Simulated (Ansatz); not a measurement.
## Refining one setting for SrIn₄Pd (Cmcm, 12 atoms in the cell)

```
CELL_PARAMETERS angstrom
      2.29771    -8.59540     0.00000
      2.29771     8.59540     0.00000
      0.00000     0.00000     7.52250
ATOMIC_POSITIONS crystal
  Sr 0.12378 0.87622 0.75000
  Sr 0.87622 0.12378 0.25000
  In 0.31532 0.68468 0.94895
  In 0.68468 0.31532 0.05105
  In 0.68468 0.31532 0.44895
  In 0.31532 0.68468 0.55105
  In 0.50000 0.50000 0.00000
  In 0.50000 0.50000 0.50000
  In 0.06942 0.93058 0.25000
  In 0.93058 0.06942 0.75000
  Pd 0.77490 0.22510 0.75000
  Pd 0.22510 0.77490 0.25000
```

Method: LDA (PW92), default PAW files made with PBE (plane waves; Ansatz, a program for electronic structure).

The starting cell comes from a database of computed structures (which also holds hypothetical and non-ambient phases and stackings), without a prior relaxation at this level. Spin polarisation is off. In the base run, with a pressure of about -4 GPa the cell is away from its equilibrium volume at this level. Ansatz's pressure includes its estimate of the finite-basis (Pulay) stress.

Held fixed: kpoints.mp_grid.grid = 6 6 4; hamiltonian.xc = lda; hamiltonian.pseudopotentials = {kind: paw} (the program's default PAW files); scf.occupations.method = cold; scf.occupations.width = 0.1 eV.

ΔF is the free energy per atom less that of the last row (840 eV).

The first pressure column holds Ansatz's estimate of the finite-basis (Pulay) stress, which hides part of the cutoff error; the other is without it.

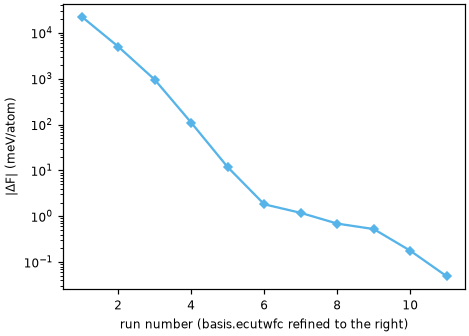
Fig. 1. Size of the energy error against the last run of the series; values under 0.01 meV/atom are drawn at 0.01.

| basis.ecutwfc | ΔF (meV/atom) | pressure (GPa) | largest force (eV/Å) | pressure at a fixed set of plane waves (GPa) | plane waves | iterations |
|---|---|---|---|---|---|---|
| 170 eV | 22722.1 | -10.37 | 1.263 | -615.03 | 1497 | 9 |
| 210 eV | 5046.0 | -5.48 | 0.558 | -183.43 | 2061 | 9 |
| 250 eV | 958.5 | -3.04 | 0.089 | -48.86 | 2669 | 8 |
| 295 eV | 110.5 | -3.96 | 0.124 | -11.25 | 3431 | 7 |
| 335 eV | 11.8 | -3.98 | 0.137 | -4.97 | 4141 | 7 |
| 380 eV | 1.83 | -4.00 | 0.137 | -4.05 | 4971 | 7 |
| 420 eV | 1.19 | -4.00 | 0.137 | -4.02 | 5815 | 7 |
| 485 eV | 0.69 | -4.01 | 0.138 | -4.01 | 7193 | 7 |
| 545 eV | 0.53 | -4.01 | 0.138 | -4.01 | 8589 | 7 |
| 630 eV | 0.18 | -4.01 | 0.138 | -4.02 | 10717 | 7 |
| 735 eV | 0.05 | -4.01 | 0.138 | -4.01 | 13513 | 7 |
| 840 eV | 0.00 | -4.01 | 0.138 | -4.01 | 16373 | 7 |

Largest force within 0.02 eV/Å of the last row: from basis.ecutwfc = 295 eV on; the one before it is off by 0.048 eV/Å. The value it settles on is 0.138 eV/Å at this level of theory and with the other settings as held.

Keys are those of Ansatz 0.2.
